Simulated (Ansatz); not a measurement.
# AlGeHO (triplet): wave-function methods side by side at a displaced geometry (v2), cc-pVDZ

How much of the correlation energy of AlGeHO (triplet) does each wave-function method recover here?

Computed with Ansatz 0.2.0, Gaussian basis. Level: cc-pVDZ, core rule «outside noble gas», up to 20 orbitals frozen.

Plan: UHF; CCSD(T) on ROHF; CCSD(T) on UHF; BCCD(T) on ROHF; CISD as a restricted active space (open shells left free, so some higher excitations enter); CCSDT(Q) on ROHF; CCSDT(Q) on UHF.

24 further runs of the same task are left out: 6 that didn't finish, 18 set aside as unsound or not needed. Runs told in other sessions of the task aren't counted.

### Step 1. The geometry

The geometry is a PBE0/def2-TZVP stationary point (not a proven minimum) with its atoms shifted at random (size 0.100 Å). No spin-orbit coupling is included. The filled d shell of Ge may be among the frozen orbitals whatever the setting's name suggests.

4 atoms, charge 0, spin multiplicity 3.

Atoms are counted from 1 here; the program's logs count them from 0.

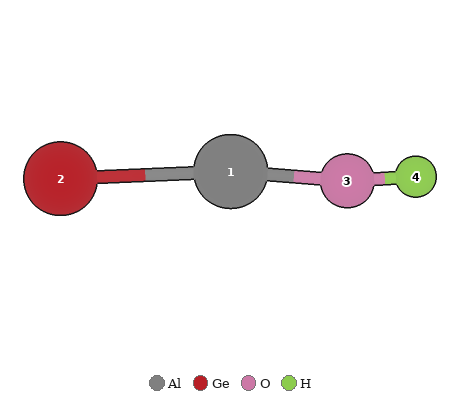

The structure; aluminium grey, germanium red, oxygen pink, hydrogen green; atoms are numbered from 1 in the order of the file.

In the tables R marks a restricted open-shell determinant and U an unrestricted one; energies count from the table's Hartree-Fock row.

### Step 2. UHF

in.yaml

```yaml
crystal:
  periodic: [false, false, false]
  atoms:
    - {symbol: Al, position_ang: [0.064568, 0.023749, -0.466959]}
    - {symbol: Ge, position_ang: [-0.100306, 0.032123, -2.874565]}
    - {symbol: O, position_ang: [-0.023685, -0.000301, 1.187855]}
    - {symbol: H, position_ang: [0.059423, -0.055571, 2.153669]}
basis:
  gaussian: {orbitals: cc-pVDZ}
magnetization: {spin_polarized: true, initial_magnetization: 2}
hamiltonian: {xc: hf}
output: {orbitals: {seedname: orbitals}}
```

The run is started by

```sh
$ ansatz run in.yaml --threads 1 --pin off --events-out ev --progress --plain --max-ram 2393MiB
```

The log of the run:

```text
Functional definition: HF
  name "HF"
  cite "Fock, Z. Phys. 61, 126 (1930) doi:10.1007/BF01340294"
  parent pbe
  exchange = exact_x
  correlation = 0
682 factors; integrals over basis functions are off by at most 1.3e-3 eV
mean field evaluation 1: about -65106.4335 eV, gradient 2.5e1 eV
mean field evaluation 2: about -65106.4362 eV, gradient 2.5e1 eV
mean field evaluation 4: about -65109.2291 eV, gradient 1.7e0 eV
mean field evaluation 8: about -65109.2766 eV, gradient 1.6e-1 eV
mean field evaluation 16: about -65106.7206 eV, gradient 6.8e-1 eV
mean field -65109.27765302 eV, -2392.7218210951 hartree, gradient 1.5e-5 eV, S^2 2.015908; 0 other end points of the search recorded, 0 dependent functions left out
reference -65109.27765302 eV, -2392.7218210951 hartree; 28, 26 occupied and 36, 38 virtual orbitals, 682 factors
Total energy: -65109.27765302 eV, -2392.7218210951 hartree
```

Wall time 1.9 s (1 thread of Arm Neoverse V1, shared host).

From the report: ⟨S²⟩ of the determinant 2.016 (pure triplet: 2.00).

### Step 3. CCSD(T) on ROHF

Edit in.yaml of step 2 so:

```diff
@@ -9,4 +9,4 @@
   gaussian: {orbitals: cc-pVDZ}
-magnetization: {spin_polarized: true, initial_magnetization: 2}
-hamiltonian: {xc: hf}
-output: {orbitals: {seedname: orbitals}}
+magnetization: {spin_polarized: false, initial_magnetization: 2}
+correlation: {method: ccsd_t, electrons: outside_noble_gas}
+output: {forces: true}
```

Same command.

The log of the run (excerpt; [...] marks lines left out):

```text
Functional definition: HF
  name "HF"
  cite "Fock, Z. Phys. 61, 126 (1930) doi:10.1007/BF01340294"
  parent pbe
[...]
682 factors; integrals over basis functions are off by at most 1.3e-3 eV
[...]
mean field -65109.18041468 eV, -2392.7182476521 hartree, gradient 2.7e-6 eV, S^2 2.000000; 3 other end points of the search recorded, 0 dependent functions left out
[...]
determinant -65109.18041468 eV, -2392.7182476521 hartree, with singles and doubles -65117.92619900 eV, -2393.0396492978 hartree
determinant -65106.51389339 eV, -2392.6202548021 hartree, with singles and doubles -65115.37721340 eV, -2392.9459758047 hartree
20 core orbitals not correlated: weight in the atoms' cores, before any rotation towards them, 1.000 or more for the frozen orbitals, at most 0.000 for the correlated occupied ones
reference -65109.18041468 eV, -2392.7182476521 hartree; 8, 6 occupied and 36, 38 virtual orbitals, 682 factors
second order -8.03884611 eV of doubles, -0.05191868 eV of singles
cycle   1  -8.74542899 eV  change    3.6e-4 eV  update   6.8e-4
[...]
cycle  10  -8.74535715 eV  change   -1.2e-6 eV  update   5.2e-7
perturbative correction -0.25627893 eV, -0.0094180768 hartree
[...]
Total energy: -65118.18205076 eV, -2393.0490516763 hartree
Atom 0 at     0.064568     0.023749    -0.466959 Å, force     0.064302     0.005699    -0.526738 eV/Å
Atom 1 at    -0.100306     0.032123    -2.874565 Å, force    -0.020130     0.003674    -0.575109 eV/Å
Atom 2 at    -0.023685    -0.000301     1.187855 Å, force     0.012901    -0.055419     2.032373 eV/Å
Atom 3 at     0.059423    -0.055571     2.153669 Å, force    -0.057074     0.046046    -0.930526 eV/Å
Dipole moment:     0.078052    -0.022079     0.702598 e Å
```

Wall time 15 s (1 thread of Arm Neoverse V1, shared host).

From the report: correlation -9.0016 eV; T1 0.021; largest double amplitude 0.07.

### Step 4. CCSD(T) on UHF

Edit in.yaml of step 3 so:

```diff
@@ -9,3 +9,3 @@
   gaussian: {orbitals: cc-pVDZ}
-magnetization: {spin_polarized: false, initial_magnetization: 2}
+magnetization: {spin_polarized: true, initial_magnetization: 2}
 correlation: {method: ccsd_t, electrons: outside_noble_gas}
```

Launched as before.

The log of the run (excerpt; [...] marks lines left out):

```text
Functional definition: HF
  name "HF"
  cite "Fock, Z. Phys. 61, 126 (1930) doi:10.1007/BF01340294"
  parent pbe
[...]
682 factors; integrals over basis functions are off by at most 1.3e-3 eV
[...]
mean field -65109.27765302 eV, -2392.7218210951 hartree, gradient 4.1e-6 eV, S^2 2.015908; 4 other end points of the search recorded, 0 dependent functions left out
determinant -65109.27765302 eV, -2392.7218210951 hartree, with singles and doubles -65117.93348874 eV, -2393.0399171904 hartree
determinant -65106.89578683 eV, -2392.6342891269 hartree, with singles and doubles -65115.31475500 eV, -2392.9436805008 hartree
determinant -65106.81144917 eV, -2392.6311897753 hartree, with singles and doubles -65115.45332135 eV, -2392.9487727202 hartree
20 core orbitals not correlated: weight in the atoms' cores, before any rotation towards them, 1.000 or more for the frozen orbitals, at most 0.000 for the correlated occupied ones
reference -65109.27765302 eV, -2392.7218210951 hartree; 8, 6 occupied and 36, 38 virtual orbitals, 682 factors
second order -7.97155596 eV of doubles, -0.00000000 eV of singles
cycle   1  -8.65580629 eV  change    2.9e-5 eV  update   1.2e-3
[...]
cycle  11  -8.65593358 eV  change   -5.8e-7 eV  update   7.0e-7
perturbative correction -0.25329338 eV, -0.0093083600 hartree
[...]
Total energy: -65118.18687998 eV, -2393.0492291469 hartree
Atom 0 at     0.064568     0.023749    -0.466959 Å, force     0.064254     0.005700    -0.523368 eV/Å
Atom 1 at    -0.100306     0.032123    -2.874565 Å, force    -0.020279     0.003689    -0.578215 eV/Å
Atom 2 at    -0.023685    -0.000301     1.187855 Å, force     0.013204    -0.055445     2.031527 eV/Å
Atom 3 at     0.059423    -0.055571     2.153669 Å, force    -0.057179     0.046056    -0.929944 eV/Å
Dipole moment:     0.078346    -0.022066     0.704246 e Å
```

It took 15 s on 1 thread of Arm Neoverse V1, shared host.

From the report: ⟨S²⟩ of the determinant 2.016 (pure triplet: 2.00); correlation -8.9092 eV; T1 0.021; largest double amplitude 0.07.

### Step 5. BCCD(T) on ROHF

Edit in.yaml of step 4 so:

```diff
@@ -9,4 +9,3 @@
   gaussian: {orbitals: cc-pVDZ}
-magnetization: {spin_polarized: true, initial_magnetization: 2}
-correlation: {method: ccsd_t, electrons: outside_noble_gas}
-output: {forces: true}
+magnetization: {spin_polarized: false, initial_magnetization: 2}
+correlation: {method: bccd_t, electrons: outside_noble_gas}
```

The command is unchanged.

The log of the run (excerpt; [...] marks lines left out):

```text
Functional definition: HF
  name "HF"
  cite "Fock, Z. Phys. 61, 126 (1930) doi:10.1007/BF01340294"
  parent pbe
[...]
682 factors; integrals over basis functions are off by at most 1.3e-3 eV
[...]
mean field -65109.18041468 eV, -2392.7182476521 hartree, gradient 2.7e-6 eV, S^2 2.000000; 3 other end points of the search recorded, 0 dependent functions left out
[...]
determinant -65109.18041468 eV, -2392.7182476521 hartree, with singles and doubles -65117.92619900 eV, -2393.0396492978 hartree
determinant -65106.51389339 eV, -2392.6202548021 hartree, with singles and doubles -65115.37721340 eV, -2392.9459758047 hartree
20 core orbitals not correlated: weight in the atoms' cores, before any rotation towards them, 1.000 or more for the frozen orbitals, at most 0.000 for the correlated occupied ones
reference -65109.18041468 eV, -2392.7182476521 hartree; 8, 6 occupied and 36, 38 virtual orbitals, 682 factors
second order -8.03884611 eV of doubles, -0.05191868 eV of singles
cycle   1  -8.72446595 eV  change    2.1e-2 eV  update   1.1e-2
[...]
cycle   9  -8.72528174 eV  change    2.9e-7 eV  update   1.0e-5
perturbative correction -0.27836803 eV, -0.0102298364 hartree
Total energy: -65118.18406445 eV, -2393.0491256781 hartree
```

Wall time 9 s (1 thread of Arm Neoverse V1, shared host).

From the report: correlation -9.0036 eV; largest double amplitude 0.07.

### Step 6. CISD as a restricted active space (open shells left free, so some higher excitations enter)

Edit in.yaml of step 5 so:

```diff
@@ -10,2 +10,2 @@
 magnetization: {spin_polarized: false, initial_magnetization: 2}
-correlation: {method: bccd_t, electrons: outside_noble_gas}
+correlation: {active_space: {ras: {orbitals: [6, 2, 36], electrons: 14, max_holes: 2, max_particles: 2}, fixed_orbitals: true}}
```

The command is unchanged.

The log of the run:

```text
Functional definition: HF
  name "HF"
  cite "Fock, Z. Phys. 61, 126 (1930) doi:10.1007/BF01340294"
  parent pbe
  exchange = exact_x
  correlation = 0
682 factors; integrals over basis functions are off by at most 1.3e-3 eV
mean field evaluation 1: about -65106.3192 eV, gradient 3.6e1 eV
mean field evaluation 2: about -65106.3217 eV, gradient 3.6e1 eV
mean field evaluation 4: about -65109.1549 eV, gradient 1.9e0 eV
mean field evaluation 8: about -65109.1796 eV, gradient 1.7e-1 eV
mean field evaluation 16: about -65109.1793 eV, gradient 2.6e-1 eV
mean field -65109.18041468 eV, -2392.7182476521 hartree, gradient 2.7e-6 eV, S^2 2.000000; 2 other end points of the search recorded, 0 dependent functions left out
reference -65109.18041468 eV, -2392.7182476521 hartree; 28, 26 occupied and 36, 38 virtual orbitals, 682 factors
state -65117.04541634 eV, -2393.0072811320 hartree
Total energy: -65117.04541634 eV, -2393.0072811320 hartree
```

It took 7.5 s on 1 thread of Arm Neoverse V1, shared host.

From the report: 403,696 determinants.

### Step 7. CCSDT(Q) on ROHF

Edit in.yaml of step 6 so:

```diff
@@ -10,2 +10,2 @@
 magnetization: {spin_polarized: false, initial_magnetization: 2}
-correlation: {active_space: {ras: {orbitals: [6, 2, 36], electrons: 14, max_holes: 2, max_particles: 2}, fixed_orbitals: true}}
+correlation: {method: ccsdt_q, electrons: outside_noble_gas}
```

Same command.

The log of the run (excerpt; [...] marks lines left out):

```text
Functional definition: HF
  name "HF"
  cite "Fock, Z. Phys. 61, 126 (1930) doi:10.1007/BF01340294"
  parent pbe
[...]
1173 factors; integrals over basis functions are off by at most 2.2e-7 eV
[...]
mean field -65109.18054415 eV, -2392.7182524098 hartree, gradient 3.8e-6 eV, S^2 2.000000; 3 other end points of the search recorded, 0 dependent functions left out
[...]
determinant -65109.18054415 eV, -2392.7182524098 hartree, with singles and doubles -65117.92633621 eV, -2393.0396543401 hartree
determinant -65106.51402922 eV, -2392.6202597937 hartree, with singles and doubles -65115.37735183 eV, -2392.9459808918 hartree
20 core orbitals not correlated: weight in the atoms' cores, before any rotation towards them, 1.000 or more for the frozen orbitals, at most 0.000 for the correlated occupied ones
reference -65109.18054415 eV, -2392.7182524098 hartree; 8, 6 occupied and 36, 38 virtual orbitals, 1173 factors
second order -8.03886837 eV of doubles, -0.05191833 eV of singles
cycle   1  -8.42454627 eV  change   -3.3e-1 eV  update   1.0e-1
[...]
cycle  18  -9.03676380 eV  change    1.0e-6 eV  update   1.7e-6
perturbative correction -0.02748518 eV, -0.0010100618 hartree
Total energy: -65118.24479313 eV, -2393.0513574158 hartree
```

Run time: 2.9 min. Hardware: 1 thread of Arm Neoverse V1, shared host; peak memory 1 GiB.

From the report: correlation -9.0642 eV; T1 0.021; largest double amplitude 0.08.

### Step 8. CCSDT(Q) on UHF

Edit in.yaml of step 7 so:

```diff
@@ -9,3 +9,3 @@
   gaussian: {orbitals: cc-pVDZ}
-magnetization: {spin_polarized: false, initial_magnetization: 2}
+magnetization: {spin_polarized: true, initial_magnetization: 2}
 correlation: {method: ccsdt_q, electrons: outside_noble_gas}
```

The command is unchanged.

The log of the run (excerpt; [...] marks lines left out):

```text
Functional definition: HF
  name "HF"
  cite "Fock, Z. Phys. 61, 126 (1930) doi:10.1007/BF01340294"
  parent pbe
[...]
1173 factors; integrals over basis functions are off by at most 2.2e-7 eV
[...]
mean field -65109.27778218 eV, -2392.7218258415 hartree, gradient 2.3e-6 eV, S^2 2.015908; 4 other end points of the search recorded, 0 dependent functions left out
determinant -65109.27778218 eV, -2392.7218258415 hartree, with singles and doubles -65117.93362588 eV, -2393.0399222302 hartree
determinant -65106.89592448 eV, -2392.6342941855 hartree, with singles and doubles -65115.31487482 eV, -2392.9436849040 hartree
determinant -65106.81158803 eV, -2392.6311948781 hartree, with singles and doubles -65115.45356996 eV, -2392.9487818564 hartree
20 core orbitals not correlated: weight in the atoms' cores, before any rotation towards them, 1.000 or more for the frozen orbitals, at most 0.000 for the correlated occupied ones
reference -65109.27778218 eV, -2392.7218258415 hartree; 8, 6 occupied and 36, 38 virtual orbitals, 1173 factors
second order -7.97157840 eV of doubles, -0.00000000 eV of singles
cycle   1  -8.31084362 eV  change   -3.4e-1 eV  update   1.0e-1
[...]
cycle  19  -8.94511395 eV  change   -4.2e-7 eV  update   1.2e-6
perturbative correction -0.02989038 eV, -0.0010984513 hartree
Total energy: -65118.25278651 eV, -2393.0516511673 hartree
```

Wall time 2.7 min (1 thread of Arm Neoverse V1, shared host); peak memory 0.8 GiB.

From the report: ⟨S²⟩ of the determinant 2.016 (pure triplet: 2.00); correlation -8.9750 eV; T1 0.022; largest double amplitude 0.08.

### Step 9. The ladder

The yardstick is UCCSDT(Q), where the cluster series has nearly closed. Rows without a time are mean-field rows or come out of runs for another level: lower rungs of the coupled-cluster runs, or the Hartree-Fock search. The times of RCCSD(T), UCCSD(T) include forces.

Differences are taken before rounding.

```tsv
method	energy from the lowest ROHF (meV)	from UCCSDT(Q) (meV)	time
ROHF	0.0	+9072.4	
UHF	-97.2	+8975.1	
RMP2	-8090.8	+981.6	
UMP2	-8068.8	+1003.6	
CISD	-7865.0	+1207.4	7.5 s
RCCSD	-8745.4	+327.0	
UCCSD	-8753.2	+319.2	
RCCSD(T)	-9001.6	+70.7	15 s
UCCSD(T)	-9006.5	+65.9	15 s
BCCD(T)	-9003.6	+68.7	9 s
RCCSDT	-9036.9	+35.5	
UCCSDT	-9042.5	+29.9	
RCCSDT(Q)	-9064.4	+8.0	2.9 min
UCCSDT(Q)	-9072.4	0	2.7 min
```

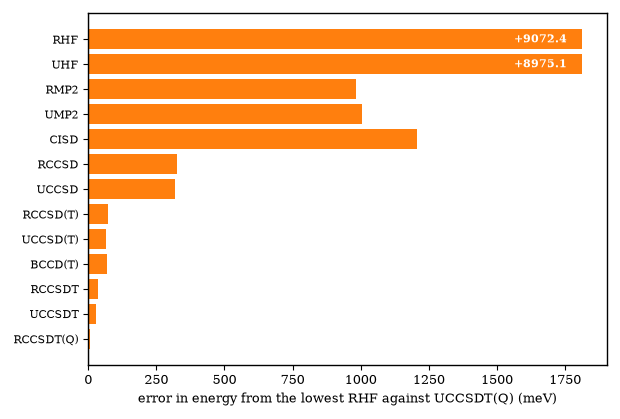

Deviations from UCCSDT(Q), method by method. Bars with a number in them are cut short.

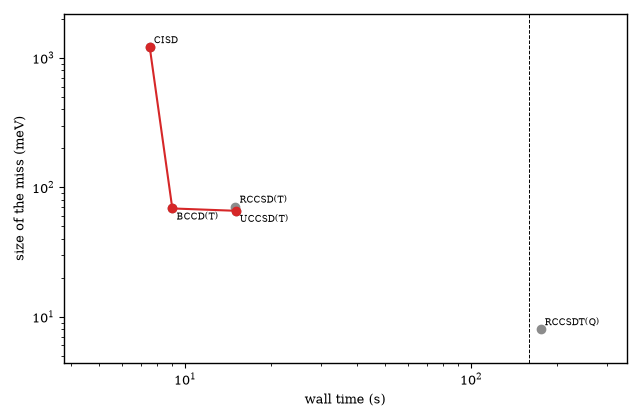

Miss against cost. Red marks the levels that no quicker level drawn beats (of those quicker than the yardstick), and the dashed line is the time of UCCSDT(Q). Times are from a shared host.

### Step 10. Summary of results

```
                         quantity                      value
    UCCSDT(Q) from the ROHF energy                 -9.0724 eV
              RMP2 from UCCSDT(Q)                 +981.6 meV
              UMP2 from UCCSDT(Q)                +1003.6 meV
             RCCSD from UCCSDT(Q)                 +327.0 meV
          RCCSD(T) from UCCSDT(Q)                  +70.7 meV
          UCCSD(T) from UCCSDT(Q)                  +65.9 meV
         RCCSDT(Q) from UCCSDT(Q)                   +8.0 meV
levels within 1 kcal/mol (43 meV)  RCCSDT, UCCSDT, RCCSDT(Q)
                    T1 diagnostic                      0.021
```

What this shows: RCCSD(T) lands +70.7 meV from the yardstick (0.8 % of the correlation energy). These misses are within one basis, not against nature; the frozen cores of restricted and unrestricted runs differ, which can shift their rows.

With open shells the CI space here admits some higher excitations, so it is larger than plain CISD.

For cost: UCCSD(T) gets within 65.9 meV in 15 s, where UCCSDT(Q) took 2.7 min; the quickest level in the cost chart, CISD, takes 7.5 s and misses by 1207.4 meV.
